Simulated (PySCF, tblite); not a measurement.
# C₄H₃BF₂N₂: excited states, first hyperpolarisability

Wanted: excited states, first hyperpolarisability for C₄H₃BF₂N₂ (`FB(F)c1ncccn1`).

Computed with tblite 0.8.0 and PySCF 2.14.0 and routines of our own; the level stands in each step. Atoms count from 0.

### 1 The starting structure

12 atoms, charge 0, multiplicity 1; geometry from: force field or distance geometry start.

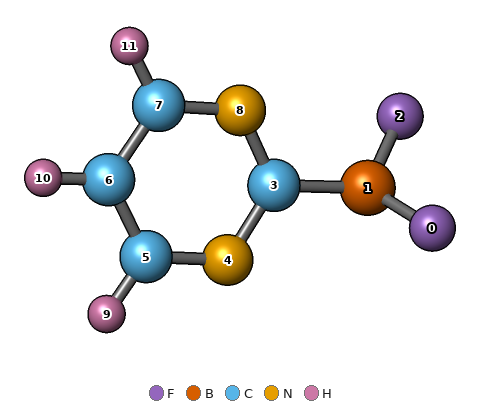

The starting geometry (fluorine purple, boron orange, carbon blue, nitrogen amber, hydrogen pink).

### 2 Geometry optimisation with GFN2-xTB

The job: settings as JSON, then the geometry in Å.

```
{"job": {"kind": "relax", "xc": "GFN2-xTB", "basis": "xTB"}, "charge": 0, "multiplicity": 1}
F      3.063400    -0.778000     1.248000
B      2.470500    -0.363900    -0.039800
F      3.312900     0.525900    -0.825300
C      0.917700    -0.174400    -0.044800
N      0.090900    -1.266900     0.065900
C     -1.254200    -1.085700     0.048900
C     -1.823000     0.180300    -0.053500
C     -0.942400     1.266700    -0.140600
N      0.406600     1.058000    -0.135100
H     -1.952100    -1.921500     0.129300
H     -2.904400     0.313900    -0.056500
H     -1.384800     2.244900    -0.222400
```

Started as:

```bash
OMP_NUM_THREADS=1 python excited_run.py task.json out
```

One launch serves the whole session: the jobs run in the order shown.

What it wrote:

```text
step      E/eV     max force
  0    -725.46529    4.447
  1    -726.17912    2.595
  2    -726.40974    3.662
  3    -726.53637    1.600
  4    -726.61346    0.536
  5    -726.64156    0.424
  6    -726.65111    0.274
  7    -726.66067    0.289
  8    -726.66851    0.287
  9    -726.67328    0.159
 10    -726.67519    0.119
 11    -726.67667    0.109
 12    -726.67819    0.142
 13    -726.67967    0.123
 14    -726.68091    0.088
 15    -726.68228    0.111
 16    -726.68443    0.185
 17    -726.68763    0.223
 18    -726.69050    0.159
 19    -726.69198    0.075
 20    -726.69269    0.050
 21    -726.69298    0.065
 22    -726.69339    0.073
 23    -726.69392    0.063
 24    -726.69442    0.070
 25    -726.69483    0.063
 26    -726.69521    0.072
 27    -726.69566    0.087
 28    -726.69617    0.077
 29    -726.69664    0.056
 30    -726.69705    0.057
 31    -726.69747    0.056
 32    -726.69794    0.060
 33    -726.69839    0.067
 34    -726.69868    0.050
 35    -726.69888    0.039
 36    -726.69909    0.048
 37    -726.69941    0.068
 38    -726.69985    0.088
 39    -726.70033    0.078
 40    -726.70079    0.064
 41    -726.70126    0.070
 42    -726.70176    0.077
 43    -726.70240    0.093
 44    -726.70316    0.080
 45    -726.70388    0.081
 46    -726.70485    0.127
 47    -726.70650    0.153
 48    -726.70813    0.229
 49    -726.71070    0.155
 50    -726.71174    0.103
 51    -726.71316    0.105
 52    -726.71414    0.111
 53    -726.71502    0.091
 54    -726.71551    0.074
 55    -726.71571    0.161
 56    -726.71645    0.052
 57    -726.71689    0.044
 58    -726.71750    0.062
 59    -726.71783    0.079
 60    -726.71834    0.104
 61    -726.71899    0.089
 62    -726.71985    0.076
 63    -726.72083    0.084
 64    -726.72154    0.129
 65    -726.71837    0.427
 66    -726.72238    0.069
 67    -726.72272    0.061
 68    -726.72056    0.416
 69    -726.72336    0.038
 70    -726.72369    0.030
 71    -726.72242    0.305
 72    -726.72412    0.019
 73    -726.72431    0.018
 74    -726.72448    0.076
 75    -726.72459    0.024
 76    -726.72466    0.010
 77    -726.72473    0.019
 78    -726.72473    0.017
 79    -726.72474    0.014
 80    -726.72475    0.013
 81    -726.72476    0.011
 82    -726.72478    0.012
 83    -726.72480    0.012
 84    -726.72482    0.011
 85    -726.72485    0.014
 86    -726.72486    0.014
 87    -726.72487    0.015
 88    -726.72489    0.020
 89    -726.72492    0.019
 90    -726.72494    0.011
 91    -726.72495    0.004
```

It took 0.36 s on 1 thread of Arm Neoverse V2, shared host.

The steps of the relaxation: (not every step is listed)

| step | energy from step 0 (eV) | largest force (eV/Å) |
| --- | --- | --- |
| 0 | 0.0000 | 4.4472 |
| 1 | -0.7138 | 2.5951 |
| 2 | -0.9445 | 3.6624 |
| 3 | -1.0711 | 1.6001 |
| 4 | -1.1482 | 0.5357 |
| 5 | -1.1763 | 0.4241 |
| 6 | -1.1858 | 0.2740 |
| 7 | -1.1954 | 0.2885 |
| 8 | -1.2032 | 0.2870 |
| 15 | -1.2170 | 0.1111 |
| 22 | -1.2281 | 0.0731 |
| 29 | -1.2314 | 0.0562 |
| 36 | -1.2338 | 0.0476 |
| 43 | -1.2371 | 0.0926 |
| 50 | -1.2464 | 0.1030 |
| 57 | -1.2516 | 0.0445 |
| 64 | -1.2563 | 0.1287 |
| 71 | -1.2571 | 0.3046 |
| 78 | -1.2594 | 0.0172 |
| 85 | -1.2596 | 0.0144 |
| 86 | -1.2596 | 0.0143 |
| 87 | -1.2596 | 0.0147 |
| 88 | -1.2596 | 0.0200 |
| 89 | -1.2596 | 0.0194 |
| 90 | -1.2596 | 0.0107 |
| 91 | -1.2597 | 0.0045 |

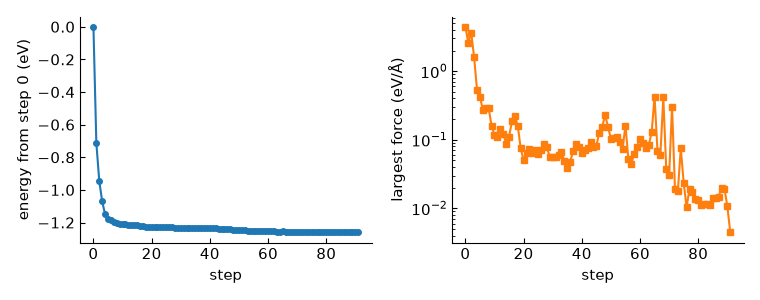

Energy and largest force along the relaxation.

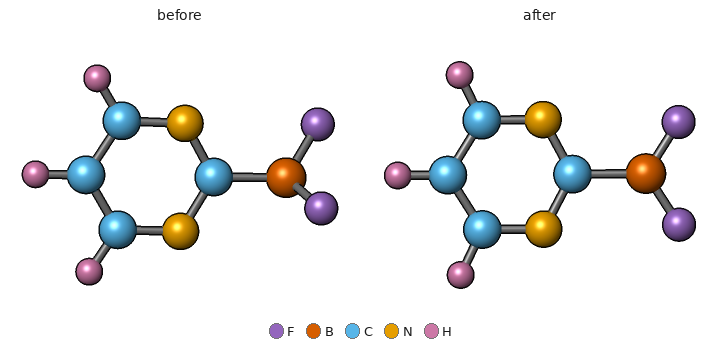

Before and after, at one scale.

Distances of close pairs at the start and the end, largest changes first:

| bond | before (Å) | after (Å) | change (Å) |
| --- | --- | --- | --- |
| F0–B1 | 1.477 | 1.312 | -0.165 |
| B1–F2 | 1.455 | 1.312 | -0.143 |
| C7–N8 | 1.365 | 1.320 | -0.045 |
| C3–N4 | 1.375 | 1.335 | -0.040 |
| N4–C5 | 1.357 | 1.320 | -0.037 |
| B1–C3 | 1.564 | 1.580 | +0.016 |
| C6–C7 | 1.401 | 1.389 | -0.012 |
| C6–H10 | 1.090 | 1.078 | -0.012 |

The end geometry stands in the next job.

### 3 Infrared spectrum with GFN2-xTB

The job: settings as JSON, then the geometry in Å.

```
{"job": {"kind": "ir", "xc": "GFN2-xTB", "basis": "xTB"}, "charge": 0, "multiplicity": 1}
F      3.018947    -1.369365     0.355411
B      2.424969    -0.229270     0.092833
F      3.240609     0.777605    -0.112829
C      0.852962    -0.080696     0.030502
N      0.109961    -1.166162     0.258255
C     -1.202991    -1.040443     0.206976
C     -1.819447     0.171780    -0.073815
C     -0.967355     1.245574    -0.296358
N      0.345934     1.123028    -0.245711
H     -1.770739    -1.942397     0.397478
H     -2.891553     0.273086    -0.115722
H     -1.340098     2.236573    -0.523049
```

What it wrote:

```text
mode    cm-1     km/mol
  1      29.3      0.00
  2     105.2      0.98
  3     116.8      0.04
  4     304.6     14.30
  5     310.3      4.48
  6     338.0      0.00
  7     390.8      6.58
  8     546.6     42.43
  9     552.6     95.36
 10     608.5     10.61
 11     726.5      0.43
 12     754.3      2.20
 13     780.9      0.04
 14     921.7      0.30
 15     934.0      0.00
 16    1016.6     18.91
 17    1101.4      0.50
 18    1106.7      2.64
 19    1146.2     94.51
 20    1197.7      2.17
 21    1231.9      5.92
 22    1297.7    368.37
 23    1307.9    376.51
 24    1386.0     42.31
 25    1391.4      1.40
 26    1526.4    102.29
 27    1549.4     17.16
 28    3049.5     32.07
 29    3051.4     10.74
 30    3104.6     20.12
```

Wall time 0.23 s (1 thread of Arm Neoverse V2, shared host).

The strongest bands and the atoms that carry them (share of the mass-weighted mode):

| cm⁻¹ | km/mol | atoms |
| --- | --- | --- |
| 547 | 42.4 | F2 28 %, F0 28 %, B1 19 % |
| 553 | 95.4 | B1 60 % |
| 1146 | 94.5 | C3 23 %, B1 18 %, H9 17 %, H11 17 % |
| 1298 | 368.4 | B1 43 %, C3 14 % |
| 1308 | 376.5 | B1 73 %, F2 13 %, F0 13 % |
| 1386 | 42.3 | C3 25 %, N8 17 %, N4 17 % |
| 1526 | 102.3 | C6 36 %, C3 20 %, C7 13 %, C5 13 % |
| 3050 | 32.1 | H11 71 %, H9 21 % |

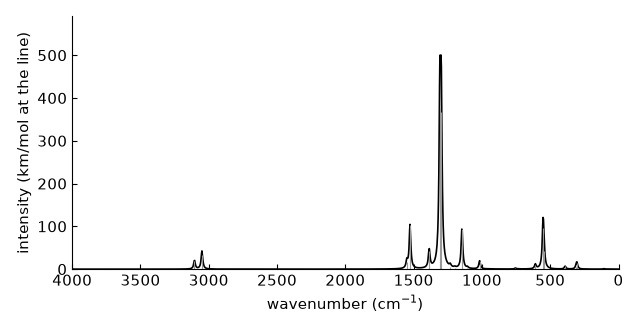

The infrared spectrum from these modes, unscaled. Lines are broadened to a width of 14 cm⁻¹ (Lorentzian).

### 4 Excited states: TDA PBE0/def2-SVPD

Settings changed since step 3:

```diff
@@ -1,2 +1,2 @@
-{"job": {"kind": "ir", "xc": "GFN2-xTB", "basis": "xTB"}, "charge": 0, "multiplicity": 1}
+{"job": {"kind": "states", "xc": "PBE0", "basis": "def2-SVPD", "tda": true, "soc": true, "nstates": 6, "ntriplets": 6, "nquad": 4}, "charge": 0, "multiplicity": 1}
 F      3.018947    -1.369365     0.355411
```

Method: TDA PBE0/def2-SVPD excited states, vertical, gas phase, spin-orbit mean-field couplings.

What it wrote:

```text
coarse grid: 11592 points
cycle   1  E = -487.3883208838  dE =  1.543e+00  |g| = 6.210e-01  |ddm| = 6.934e+00
cycle   2  E = -487.3232537415  dE =  6.507e-02  |g| = 9.026e-01  |ddm| = 2.602e+00
cycle   3  E = -487.4619493505  dE = -1.387e-01  |g| = 4.533e-02  |ddm| = 1.347e+00
cycle   4  E = -487.4623016647  dE = -3.523e-04  |g| = 2.323e-02  |ddm| = 1.358e-01
cycle   5  E = -487.4624121462  dE = -1.105e-04  |g| = 8.725e-03  |ddm| = 5.516e-02
cycle   6  E = -487.4624284344  dE = -1.629e-05  |g| = 2.625e-03  |ddm| = 1.763e-02
cycle   7  E = -487.4624302634  dE = -1.829e-06  |g| = 6.155e-04  |ddm| = 7.193e-03
final grid: 117352 points
cycle   8  E = -487.5206066702  dE = -5.572e-05  |g| = 5.135e-03  |ddm| = 1.390e-01
cycle   9  E = -487.5206059327  dE =  7.376e-07  |g| = 5.594e-03  |ddm| = 2.933e-02
cycle  10  E = -487.5206135155  dE = -7.583e-06  |g| = 8.007e-04  |ddm| = 1.442e-02
cycle  11  E = -487.5206136549  dE = -1.394e-07  |g| = 2.690e-04  |ddm| = 1.905e-03
cycle  12  E = -487.5206136699  dE = -1.497e-08  |g| = 6.455e-05  |ddm| = 6.848e-04
cycle  13  E = -487.5206136703  dE = -4.757e-10  |g| = 4.179e-05  |ddm| = 2.043e-04
cycle  14  E = -487.5206136708  dE = -4.208e-10  |g| = 7.641e-06  |ddm| = 1.150e-04
converged SCF energy = -487.5206136708

Singlet excitations
state   eV       nm        f     d(h-e)  d(exc)  Lambda  PR(NTO)  |dmu|/D   mu/D   main configurations
  1   3.7250   332.8   0.00000   0.223   2.683   0.429   1.003    1.145    5.435   H->L 0.99
  2   4.2581   291.2   0.00624   0.694   2.578   0.536   1.008    1.684    2.607   H->L+1 0.99
  3   5.1352   241.4   0.00820   0.030   2.672   0.564   1.008    0.437    4.729   H-2->L 0.99
  4   5.6888   217.9   0.00000   0.928   2.623   0.490   1.039    2.294    1.997   H-2->L+1 0.98
  5   5.8493   212.0   0.00611   0.147   2.557   0.659   2.015                     H-1->L+1 0.51, H-3->L 0.48
  6   6.3584   195.0   0.26664   1.200   2.959   0.796   1.294                     H-1->L 0.86, H-3->L+1 0.09

Triplet excitations (Tamm-Dancoff)
state   eV     d(h-e)  d(exc)  Lambda  PR(NTO)   main configurations
  1   3.3603   0.248   2.606   0.430   1.066   H->L 0.95
  2   3.6235   0.600   2.474   0.536   1.220   H->L+1 0.90, H-2->L 0.08
  3   4.1048   0.479   2.536   0.803   1.224   H-1->L 0.87, H-3->L+1 0.08
  4   4.6446   0.128   2.624   0.561   1.195   H-2->L 0.90, H->L+1 0.08
  5   4.9468   0.123   2.476   0.701   1.386   H-1->L+1 0.83, H-3->L 0.16
  6   5.0832   0.952   2.529   0.484   1.163   H-2->L+1 0.92
S1 - T1 = 0.3647 eV

Spin-orbit couplings |<S|Hso|T>| (cm-1)
             T1       T2       T3       T4       T5       T6
S0       22.697   15.760    0.014    1.415    0.070   20.102
S1        0.002    4.385    6.635   15.787    2.496    0.012
S2        1.704    0.001    1.839    0.006    5.210   14.842
S3       15.846    0.005    7.965    0.013    4.051    3.611
S4        0.011   14.808    3.073    4.714    6.716    0.044
S5        3.310    2.156    0.139    7.523    0.045    6.189
S6        6.347    3.718    0.006    6.647    0.108    2.827
T1 sublevels (cm-1): 0.000 0.009 0.026   radiative rates (1/s): 3.71 2.04 19.9
```

Wall time 28 s (1 thread of Arm Neoverse V2, shared host); peak memory 0.78 GiB.

In short:

| quantity | value |
| --- | --- |
| S1 less T1 | 0.36 eV |

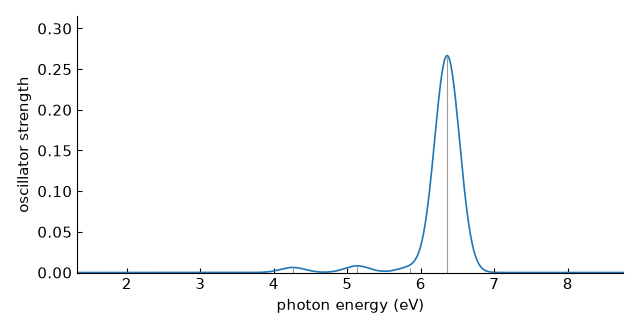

Absorption lines of the singlets. Lines are broadened to a width of 0.40 eV (Gaussian).

### 5 Excited states: TDDFT B3LYP/def2-SVPD

Settings changed since step 4:

```diff
@@ -1,2 +1,2 @@
-{"job": {"kind": "states", "xc": "PBE0", "basis": "def2-SVPD", "tda": true, "soc": true, "nstates": 6, "ntriplets": 6, "nquad": 4}, "charge": 0, "multiplicity": 1}
+{"job": {"kind": "states", "xc": "B3LYP", "basis": "def2-SVPD", "tpa": true, "nstates": 6, "nquad": 5, "ntriplets": 0}, "charge": 0, "multiplicity": 1}
 F      3.018947    -1.369365     0.355411
```

Level: TDDFT B3LYP/def2-SVPD excited states, vertical, gas phase, two-photon moments by quadratic response.

What it wrote:

```text
coarse grid: 11592 points
cycle   1  E = -487.8970975964  dE =  1.492e+00  |g| = 6.734e-01  |ddm| = 7.157e+00
cycle   2  E = -487.7893573462  dE =  1.077e-01  |g| = 1.065e+00  |ddm| = 3.063e+00
cycle   3  E = -487.9822031103  dE = -1.928e-01  |g| = 5.410e-02  |ddm| = 1.570e+00
cycle   4  E = -487.9827563850  dE = -5.533e-04  |g| = 2.512e-02  |ddm| = 1.453e-01
cycle   5  E = -487.9828898486  dE = -1.335e-04  |g| = 8.990e-03  |ddm| = 6.529e-02
cycle   6  E = -487.9829065596  dE = -1.671e-05  |g| = 2.494e-03  |ddm| = 1.903e-02
cycle   7  E = -487.9829081654  dE = -1.606e-06  |g| = 6.763e-04  |ddm| = 6.380e-03
final grid: 117352 points
cycle   8  E = -488.0515015346  dE = -6.650e-05  |g| = 4.165e-03  |ddm| = 1.560e-01
cycle   9  E = -488.0514991528  dE =  2.382e-06  |g| = 5.244e-03  |ddm| = 2.224e-02
cycle  10  E = -488.0515059112  dE = -6.758e-06  |g| = 9.003e-04  |ddm| = 1.162e-02
cycle  11  E = -488.0515061040  dE = -1.928e-07  |g| = 3.082e-04  |ddm| = 1.832e-03
cycle  12  E = -488.0515061250  dE = -2.100e-08  |g| = 1.394e-04  |ddm| = 7.789e-04
cycle  13  E = -488.0515061290  dE = -4.084e-09  |g| = 2.328e-05  |ddm| = 3.384e-04
cycle  14  E = -488.0515061292  dE = -1.244e-10  |g| = 5.559e-06  |ddm| = 9.586e-05
converged SCF energy = -488.0515061292

Singlet excitations
state   eV       nm        f     d(h-e)  d(exc)  Lambda  PR(NTO)  |dmu|/D   mu/D   delta(TPA)   sigma/GM   main configurations
  1   3.6206   342.4   0.00000   0.221   2.704   0.428   1.004    1.165    5.466        0.62      0.003   H->L 1.00
  2   4.1494   298.8   0.00415   0.711   2.605   0.534   1.008    1.702    2.599        0.88      0.006   H->L+1 1.00
  3   4.9726   249.3   0.00485   0.029   2.692   0.562   1.011    0.460    4.761        0.33      0.003   H-1->L 0.99
  4   5.5189   224.7   0.00000   0.953   2.652   0.496   1.032    2.341    1.959        1.76      0.020   H-1->L+1 0.98
  5   5.7131   217.0   0.00538   0.146   2.564   0.657   2.023    0.416    4.717        0.67      0.008   H-2->L+1 0.52, H-3->L 0.47
  6   5.9840   207.2   0.21393   1.199   2.963   0.790   1.298                                            H-2->L 0.91
```

Wall time 30 s (1 thread of Arm Neoverse V2, shared host); peak memory 0.78 GiB.

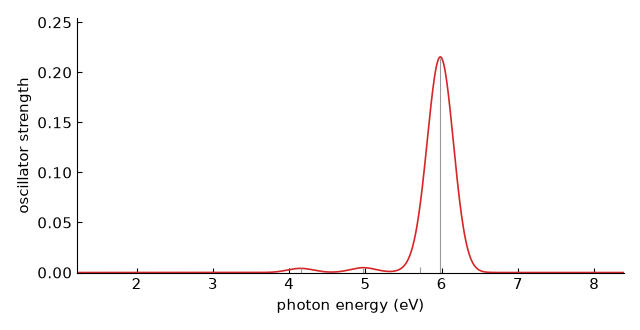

Absorption lines of the singlets. Lines are broadened to a width of 0.40 eV (Gaussian).

### 6 First hyperpolarisability: quadratic response PBE0/def2-SVPD

Settings changed since step 5:

```diff
@@ -1,2 +1,2 @@
-{"job": {"kind": "states", "xc": "B3LYP", "basis": "def2-SVPD", "tpa": true, "nstates": 6, "nquad": 5, "ntriplets": 0}, "charge": 0, "multiplicity": 1}
+{"job": {"kind": "beta", "xc": "PBE0", "basis": "def2-SVPD", "wavelengths": [1064]}, "charge": 0, "multiplicity": 1}
 F      3.018947    -1.369365     0.355411
```

Level: quadratic response PBE0/def2-SVPD first hyperpolarisability, Taylor convention, gas phase.

What it wrote:

```text
coarse grid: 11592 points
cycle   1  E = -487.3883208838  dE =  1.543e+00  |g| = 6.210e-01  |ddm| = 6.934e+00
cycle   2  E = -487.3232537415  dE =  6.507e-02  |g| = 9.026e-01  |ddm| = 2.602e+00
cycle   3  E = -487.4619493505  dE = -1.387e-01  |g| = 4.533e-02  |ddm| = 1.347e+00
cycle   4  E = -487.4623016647  dE = -3.523e-04  |g| = 2.323e-02  |ddm| = 1.358e-01
cycle   5  E = -487.4624121462  dE = -1.105e-04  |g| = 8.725e-03  |ddm| = 5.516e-02
cycle   6  E = -487.4624284344  dE = -1.629e-05  |g| = 2.625e-03  |ddm| = 1.763e-02
cycle   7  E = -487.4624302634  dE = -1.829e-06  |g| = 6.155e-04  |ddm| = 7.193e-03
final grid: 117352 points
cycle   8  E = -487.5206066702  dE = -5.572e-05  |g| = 5.135e-03  |ddm| = 1.390e-01
cycle   9  E = -487.5206059327  dE =  7.376e-07  |g| = 5.594e-03  |ddm| = 2.933e-02
cycle  10  E = -487.5206135155  dE = -7.583e-06  |g| = 8.007e-04  |ddm| = 1.442e-02
cycle  11  E = -487.5206136549  dE = -1.394e-07  |g| = 2.690e-04  |ddm| = 1.905e-03
cycle  12  E = -487.5206136699  dE = -1.497e-08  |g| = 6.455e-05  |ddm| = 6.848e-04
cycle  13  E = -487.5206136703  dE = -4.757e-10  |g| = 4.179e-05  |ddm| = 2.043e-04
cycle  14  E = -487.5206136708  dE = -4.208e-10  |g| = 7.641e-06  |ddm| = 1.150e-04
converged SCF energy = -487.5206136708

Lowest singlets (eV, f): 3.7046 0.0000  4.2209 0.0045  5.0911 0.0050

First hyperpolarisability (au)
process     nm      |vector|   parallel      HRS      DR
static         -       66.17       39.7       45.5   2.171
shg       1064.0      103.13      61.88      61.02    2.52
eope      1064.0       76.98      46.19          -       -
```

Run time: 23 s. Hardware: 1 thread of Arm Neoverse V2, shared host; peak memory 0.71 GiB.

### 7 What came out

```
                                            quantity                            value
           strongest single infrared mode (GFN2-xTB)            1308 cm⁻¹, 377 km/mol
                        zero-point energy (GFN2-xTB)                    45.6 kcal/mol
             S1 less T1 (step 4, TDA PBE0/def2-SVPD)                          0.36 eV
β vector (step 6, quadratic response PBE0/def2-SVPD)  static 66, SHG 1064.0 nm 103 au
```

What this shows: All 30 modes are real, so the xTB geometry is a minimum. The strongest single mode, at 1308 cm⁻¹, moves mainly B1. Unscaled tight-binding wavenumbers are off by several per cent, some by more. Its intensities can rank the bands wrongly. In step 4, the number of triplets below S1 is 2, and the largest singlet-triplet spin-orbit coupling is S0–T1, 22.70 cm⁻¹. β grows from 66 au (static) to 103 au for doubling at 1064.0 nm: normal dispersion, which grows as twice the photon energy moves toward the bright states.
